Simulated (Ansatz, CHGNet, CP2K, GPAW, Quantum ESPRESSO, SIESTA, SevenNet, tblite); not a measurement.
# tblite runs on C(111) slab, H on the bottom face (80 atoms)

Aim: run C(111) slab, H on the bottom face (80 atoms) in tblite and see how near its forces come to a plane-wave reference, and at what cost.

Method: the method is named at each step, in tblite 0.8.0.

### 1. The structure

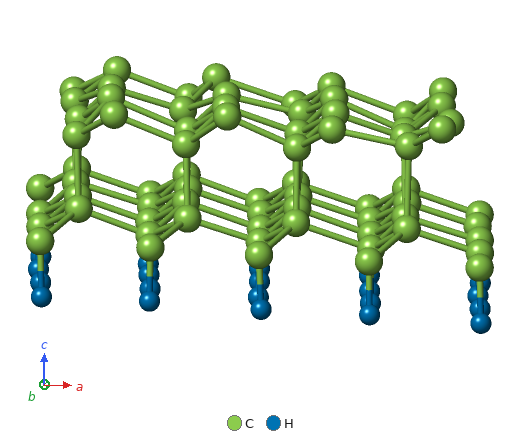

The starting structure, seen nearly edge on (carbon green, hydrogen blue). Bonds to atoms that aren't drawn are left out. Some periodic images of atoms are drawn too.

The cell holds 80 atoms: 64 C and 16 H. Its edges and angles: a = 10.089 Å, b = 10.089 Å, c = 15.664 Å, α = 90.0°, β = 90.0°, γ = 120.0°. It derives from C (diamond-structure). Diamond-structure C (a = 3.567 Å), (111) slab of 4 atomic planes, 4 x 4 surface cells, H on the broken bonds of the bottom face, 12 Å of vacuum; displaced by a Gaussian of 0.02 Å. Then every atom was moved at random, 0.05 Å r.m.s. a Cartesian component (hydrogen 0.6 of that). Regions: slab, 64 atoms (64 C); hydrogen, 16 atoms (16 H). Vacuum lies along c.

The yardstick, on the same geometry:

```
method                 : Kohn-Sham DFT, PBE, SSSP efficiency 1.3.0 pseudopotentials, plane waves (Quantum ESPRESSO 7.5); sssp-pbe-1.3.0-efficiency, cutoffs 45/360 Ry, Γ point
r.m.s. force component : 2.005 eV/Å
longest force          : 7.446 eV/Å
time                   : 2.7 min on 4 MPI ranks of Intel Xeon at 2.30GHz, shared host
CPU time               : 10 min
```

### 2. GFN2-xTB

Method: GFN2-xTB tight binding, diagonalisation.

Input file run.py:

```python
import numpy as np
from ase.io import read
from tblite.ase import TBLite

atoms = read("structure.xyz")
atoms.calc = TBLite(method="GFN2-xTB", electronic_temperature=580, accuracy=1.0, max_iterations=250, mixer_damping=0.1, verbosity=1)
energy = atoms.get_potential_energy()
forces = atoms.get_forces()
print(f"energy {energy:.6f} eV")
print("forces (eV/A)")
for i, (a, f) in enumerate(zip(atoms, forces)):
    print(f"{i:4d} {a.symbol:2s} {f[0]:10.5f} {f[1]:10.5f} {f[2]:10.5f}")
print("charges (e)")
print(np.array2string(atoms.get_charges(), precision=4, suppress_small=True, max_line_width=110, threshold=100000))
```

Input file structure.xyz:

```xyz
80
Lattice="10.08900 0.00000 0.00000 -5.04450 8.73733 0.00000 0.00000 0.00000 15.66426" Properties=species:S:1:pos:R:3 pbc="T T T"
C -1.27959 8.03939 7.61471
C 2.52538 0.00821 7.09560
C -2.45849 7.31280 9.71325
C -1.20937 7.99273 9.17550
C 0.04091 5.81443 7.61252
C -1.24604 6.56689 7.12426
C -1.26299 5.02982 9.62866
C -0.11163 5.87262 9.17503
C 1.26350 7.98251 7.58824
C -0.00953 8.71697 7.08103
C -0.15658 7.27313 9.69633
C 1.23298 8.00794 9.16453
C 1.25442 3.62608 7.60688
C -0.03809 4.40597 7.07586
C -0.04888 2.90245 9.69273
C 1.31732 3.59681 9.04266
C 2.54646 5.84877 7.58996
C 1.27883 6.56672 7.10531
C 1.32862 5.11239 9.60877
C 2.62511 5.85480 9.25178
C 3.78353 7.99876 7.60766
C 2.50308 8.73628 7.08338
C 2.51014 7.23835 9.65999
C 3.82166 7.96591 9.09357
C 2.56276 1.42200 7.54876
C 1.24604 2.19036 7.07774
C 1.27056 0.73629 9.61880
C 2.50757 1.45241 9.02982
C 3.79331 3.64897 7.61675
C 2.55161 4.35503 7.07680
C 2.59307 2.89415 9.63493
C 3.78252 3.71607 9.10971
C 5.04889 5.85008 7.58620
C 3.79821 6.57204 7.09763
C 3.75069 5.19260 9.65561
C 4.99441 5.85969 9.02230
C -3.79200 8.02952 7.60625
C 10.07916 0.01581 7.09011
C 5.07860 7.22315 9.69461
C -3.81672 7.94459 9.17722
C 5.04849 1.42847 7.59247
C 3.77949 2.18529 7.07680
C 3.85935 0.75351 9.71826
C 5.05121 1.46411 9.09263
C 6.29730 3.61699 7.57586
C 5.05651 4.40187 7.08134
C 5.12632 2.85816 9.65341
C 6.24489 3.65483 9.16735
C -2.54248 5.82579 7.60061
C 6.25664 6.55606 7.12661
C 6.23788 5.16367 9.65200
C -2.57683 5.83234 9.22249
C 7.57563 1.45319 7.60343
C 6.31440 2.22225 7.06771
C 6.26330 0.76058 9.58167
C 7.64161 1.42453 9.26384
[... 20 atom lines left out ...]
H -3.76279 6.54234 5.99236
H 6.32525 2.17638 5.98469
H 7.54803 4.33310 6.00348
H -1.25099 2.18494 6.00129
```

On the command line:

```console
OMP_NUM_THREADS=1 python run.py > output.txt
```

Output:

```text
------------------------------------------------------------
  cycle        total energy    energy error   density error
------------------------------------------------------------
      1     -143.8365523989  -1.4559168E+02   9.3947408E-02
      2     -144.4963800285  -6.5982763E-01   7.8851604E-02
      3     -144.4919955582   4.3844703E-03   7.7749933E-02
      4     -144.6999937026  -2.0799814E-01   6.2282065E-02
      5     -144.2775978704   4.2239583E-01   7.3667945E-02
      6     -144.3897122651  -1.1211439E-01   6.1305506E-02
      7     -144.4305205503  -4.0808285E-02   5.4839942E-02
      8     -144.7018779899  -2.7135744E-01   2.7634384E-02
      9     -144.7322773024  -3.0399313E-02   1.9453566E-02
     10     -144.7507502266  -1.8472924E-02   1.5496811E-02
     11     -144.7569221566  -6.1719300E-03   1.4033541E-02
     12     -144.7638724408  -6.9502843E-03   1.0583442E-02
     13     -144.7724732149  -8.6007740E-03   6.1835327E-03
     14     -144.7723195914   1.5362346E-04   6.3624922E-03
     15     -144.7751750027  -2.8554113E-03   3.8488630E-03
     16     -144.7755786770  -4.0367430E-04   3.1826450E-03
     17     -144.7763329213  -7.5424431E-04   1.9885896E-03
     18     -144.7767167373  -3.8381600E-04   8.6446757E-04
     19     -144.7766185221   9.8215250E-05   1.1880605E-03
     20     -144.7767181677  -9.9645602E-05   6.2095212E-04
     21     -144.7767404207  -2.2252995E-05   3.5640814E-04
     22     -144.7767454794  -5.0587113E-06   2.4604473E-04
     23     -144.7767473978  -1.9183799E-06   1.9842574E-04
     24     -144.7767512342  -3.8364150E-06   7.3693310E-05
     25     -144.7767509005   3.3371646E-07   8.4861841E-05
     26     -144.7767511894  -2.8890142E-07   6.6858071E-05
     27     -144.7767514812  -2.9184162E-07   3.2069386E-05
     28     -144.7767515633  -8.2128821E-08   1.1155655E-05
------------------------------------------------------------
 total:                                   3.227 sec
energy -3939.576074 eV
forces (eV/A)
   0 C     0.86036   -0.94361   -0.56841
   1 C    -0.39808   -1.01089    0.88786
   2 C    -2.37766   -1.17097   -4.09488
   3 C    -4.01513    2.99640    1.99906
   4 C    -1.63161    1.21691   -0.19940
   5 C    -0.89363   -0.20985   -0.53151
   6 C    -1.00639    2.43899   -2.84806
   7 C     3.27156   -2.19128    2.49401
   8 C    -0.77729    1.24209    0.50973
   9 C     0.39329    0.55962    0.90280
  10 C     6.06340   -1.24107   -2.75810
  11 C    -0.01410   -0.49519    2.80218
  12 C     0.28369    0.40190   -2.73619
  13 C     1.86200   -1.22213    2.15939
  14 C     3.60370   -0.94300   -4.34505
  15 C    -1.25388    1.79338    7.25946
  16 C     0.06155   -0.94404    0.22003
  17 C     0.07639   -1.17789    0.81306
  18 C    -1.88539   -0.84991   -3.19664
  19 C    -6.02238    0.24754   -0.10534
  20 C     0.16834    0.97005   -1.34211
  21 C     0.70084   -0.02309    2.11548
  22 C     0.39399    3.12446   -3.48810
  23 C    -1.45314    1.06578    6.08179
[...]
72 H     0.01372    0.10072   -0.42864
  73 H    -0.14281    0.03419    0.42642
  74 H     0.20378    0.32311    0.15918
  75 H    -0.11187    0.30369    0.56097
  76 H    -0.24817    0.13514    0.85755
  77 H     0.00948    0.08817   -0.26389
  78 H     0.07887    0.30800    0.15060
  79 H    -0.05116   -0.01536    0.47679
charges (e)
[ 0.0326 -0.0156 -0.0589  0.0408  0.0337 -0.0237 -0.0444  0.0256  0.0292 -0.0232 -0.0489  0.0029  0.0284
 -0.0258 -0.0823  0.0051  0.0353 -0.0161 -0.0623  0.0614  0.0288 -0.0264 -0.0467  0.0038  0.0329 -0.0262
 -0.0328  0.0076  0.0352 -0.0309 -0.0475  0.0104  0.0352 -0.0187 -0.0478  0.0186  0.0315 -0.0224 -0.0587
  0.0228  0.0244 -0.0224 -0.0881  0.039   0.0316 -0.0244 -0.0527  0.0162  0.0277 -0.0119 -0.0522  0.0229
  0.0305 -0.0245 -0.0248  0.033   0.0373 -0.0204 -0.0393  0.0519  0.0342 -0.0234 -0.0678  0.0154  0.026
  0.0102  0.0206  0.0314  0.0298  0.0286  0.014   0.0288  0.0228  0.0127  0.0125  0.0106  0.0087  0.0273
  0.0249  0.0166]
```

The job ended after 3.6 s (1 thread of Intel Xeon at 2.30GHz, shared host; peak memory 0.13 GiB).

Banners, paths, timers and routine set-up lines are dropped from the logs unmarked, and long logs keep their key lines alone; longer cuts are marked.

Compared with the plane-wave run:

```yaml
r_m_s_force_component: 2.004 eV/Å
r_m_s_difference_of_force_components: 549.2 meV/Å
longest_difference_of_force_vectors: 2562 meV/Å
force_difference_over_r_m_s_force: 27.4 %
slope_of_forces_against_the_reference_s: 0.9622
correlation_of_force_components: 0.9625
```

Length of the force difference by element (eV/Å):

| element | atoms | mean | most |
| --- | --- | --- | --- |
| C | 64 | 0.89 | 2.6 |
| H | 16 | 0.40 | 0.49 |

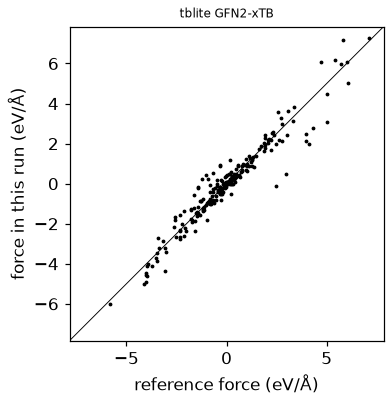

Force components against those of the reference; the line marks equality.

Local excerpt of 13 atoms (numbers count through the whole input) about C43, whose charge lies farthest from its element's mean; x, y, z are measured from there.

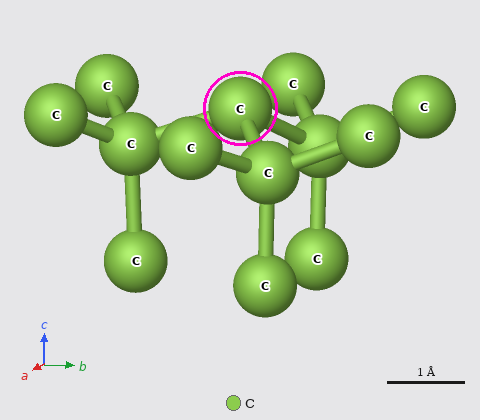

The atoms of the table, within 2.6 Å (arrows a, b, c point along x, y, z); some may hide others; the central atom is ringed.

| atom | x | y | z | distance (Å) | bonds | Mulliken charge (e) | Fx | Fy | Fz (eV/Å) |
| --- | --- | --- | --- | --- | --- | --- | --- | --- | --- |
| C43 | 0.00 | 0.00 | 0.00 | 0.00 | 3 | -0.09 | -2.38 | -0.49 | -4.93 |
| C44 | 1.19 | 0.71 | -0.63 | 1.52 | 4 | 0.04 | 0.35 | 0.00 | 3.58 |
| C4 | -0.02 | -1.50 | -0.54 | 1.59 | 4 | 0.04 | -4.02 | 3.00 | 2.00 |
| C28 | -1.35 | 0.70 | -0.69 | 1.67 | 4 | 0.01 | 1.92 | -0.42 | 6.17 |
| C55 | 2.40 | 0.01 | -0.14 | 2.41 | 3 | -0.02 | 2.41 | -1.35 | -2.39 |
| C11 | 1.03 | -2.22 | -0.02 | 2.44 | 3 | -0.05 | 6.06 | -1.24 | -2.76 |
| C47 | 1.27 | 2.10 | -0.06 | 2.46 | 3 | -0.05 | -2.60 | 2.27 | -3.41 |
| C31 | -1.27 | 2.14 | -0.08 | 2.49 | 3 | -0.05 | -1.59 | 0.51 | -4.64 |
| C3 | -1.27 | -2.18 | -0.01 | 2.52 | 3 | -0.06 | -2.38 | -1.17 | -4.09 |
| C41 | 1.19 | 0.67 | -2.13 | 2.53 | 4 | 0.02 | -0.16 | 1.32 | -1.79 |
| C1 | -0.09 | -1.45 | -2.10 | 2.56 | 4 | 0.03 | 0.86 | -0.94 | -0.57 |
| C27 | -2.59 | -0.02 | -0.10 | 2.59 | 3 | -0.03 | -0.05 | -0.83 | -4.13 |
| C25 | -1.30 | 0.67 | -2.17 | 2.61 | 4 | 0.03 | -1.75 | 2.02 | -0.09 |

Atoms are counted from 1 here, from 0 in the log.

Forces lie 27 % from the reference's, at 0.0058 times its CPU time (on 1 against 4 cores).

### 3. GFN1-xTB

Method: GFN1-xTB tight binding, diagonalisation.

run.py: that of step 2 with these lines changed.

```diff
@@ -5,3 +5,3 @@
 atoms = read("structure.xyz")
-atoms.calc = TBLite(method="GFN2-xTB", electronic_temperature=580, accuracy=1.0, max_iterations=250, mixer_damping=0.1, verbosity=1)
+atoms.calc = TBLite(method="GFN1-xTB", electronic_temperature=580, accuracy=1.0, max_iterations=250, mixer_damping=0.1, verbosity=1)
 energy = atoms.get_potential_energy()
```

structure.xyz is that of step 2.

Output:

```text
------------------------------------------------------------
  cycle        total energy    energy error   density error
------------------------------------------------------------
      1     -142.7734313809  -1.4419389E+02   7.9649458E-01
      2     -143.1764391099  -4.0300773E-01   7.1726781E-01
      3     -140.8734314886   2.3030076E+00   5.0627650E-01
      4     -141.0770326131  -2.0360112E-01   2.5195726E-01
      5     -141.3215064685  -2.4447386E-01   2.1487042E-01
      6     -142.8524573677  -1.5309509E+00   1.0827086E-01
[...]
23     -143.3867869247   6.5260815E-07   1.6681495E-04
     24     -143.3867876965  -7.7174192E-07   4.0012162E-05
     25     -143.3867877463  -4.9864127E-08   1.0903516E-05
------------------------------------------------------------
 total:                                   1.751 sec
energy -3901.753232 eV
forces (eV/A)
   0 C     0.88365   -1.01197   -0.58232
   1 C    -0.39687   -1.03597    0.73456
   2 C    -2.46425   -1.19221   -4.02080
   3 C    -4.07363    3.12497    2.16992
   4 C    -1.68352    1.25274   -0.21729
   5 C    -0.90664   -0.20867   -0.83488
[...]
77 H     0.01880    0.09367   -0.30698
  78 H     0.07747    0.29560    0.15360
  79 H    -0.06420   -0.00709    0.50090
charges (e)
[ 0.0457 -0.0325 -0.0706  0.0408  0.0461 -0.0408 -0.0524  0.0283  0.0401 -0.0406 -0.0729  0.0027  0.0393
 -0.0433 -0.0993 -0.0013  0.0568 -0.0312 -0.0535  0.0655  0.0376 -0.0421 -0.0575  0.0038  0.0439 -0.0449
 -0.0232 -0.      0.047  -0.0492 -0.0517  0.0103  0.0422 -0.0365 -0.0689  0.0146  0.0448 -0.0392 -0.0785
  0.0239  0.0358 -0.0393 -0.0984  0.0345  0.0445 -0.0415 -0.0653  0.017   0.0417 -0.0283 -0.0606  0.0252
  0.0473 -0.0418 -0.0199  0.0398  0.0539 -0.0384 -0.0349  0.0502  0.045  -0.0413 -0.0958  0.0131  0.0383
  0.0278  0.0355  0.0422  0.0406  0.0391  0.0301  0.0395  0.0363  0.0288  0.0295  0.028   0.0268  0.0402
  0.0385  0.0332]
```

Elapsed: 2.3 s, on 1 thread; peak memory 0.13 GiB.

Numbers from this run, and their distance from the reference:

- r.m.s. force component: 2.033 eV/Å
- r.m.s. difference of force components: 554 meV/Å
- longest difference of force vectors: 2470 meV/Å
- force difference over r.m.s. force: 27.63 %
- slope of forces against the reference's: 0.9762
- correlation of force components: 0.9625

Against the first run (27 %), the force difference from the reference is 28 %, at 0.62 times the CPU time.

### 4. The ladder

Differences are against the plane-wave reference, forces as r.m.s. over components; share is that over the reference's r.m.s. force, slope the least-squares factor from reference forces to these. Total energies of different programs have different zeros and aren't compared.

| run | Δ force, r.m.s. (meV/Å) | share (%) | slope | cores | CPU time | memory (GiB) |
| --- | --- | --- | --- | --- | --- | --- |
| reference | - | - | - | 4 | 10 min | 2.7 |
| tblite GFN2-xTB | 549 | 27.4 | 0.962 | 1 | 3.6 s | 0.13 |
| tblite GFN1-xTB | 554 | 27.6 | 0.976 | 1 | 2.3 s | 0.13 |

CPU time is summed over cores on a shared host, where runs went side by side, so it is rough. Symmetry, cutoffs, thresholds, outputs and thread counts weren't matched or tuned between programs; memory under MPI is the largest rank's times the ranks.

### 5. Results

```yaml
nearest_in_forces: tblite GFN2-xTB, 27 %
its_cpu_time: 3.6 s
```

**Reading.** Tight binding differs by 27 % (tblite GFN2-xTB) to 28 % (tblite GFN1-xTB); it is another model, with fitted parameters of its own, and the xTB methods hold dispersion. Of the electronic-structure runs that take under half the reference's CPU time, tblite GFN2-xTB is among the nearest, at 27 % in 3.6 s against 10 min. Periodic xTB results under one method name differ between programs and library versions. The runs have no spin polarisation, so any moments at edges, vacancies or dangling bonds can't form. The electronic-structure runs sample only Γ, in a cell whose shortest periodic width is 9 Å, which is coarse for a cell with partly filled levels.

[Also dropped from logs without a mark: logging warnings of Python, and SIESTA's first energy breakdown and zero terms.]

[Logs are printed without paths, hosts, clocks, repeated set-up lines and the standing remarks that a program may print on its own settings, such as how far it seeks lower states.]

[Hosts, paths, dates, database ids (printed as entryN), source tags and the programs' standing remarks are cut or masked in the printed files.]
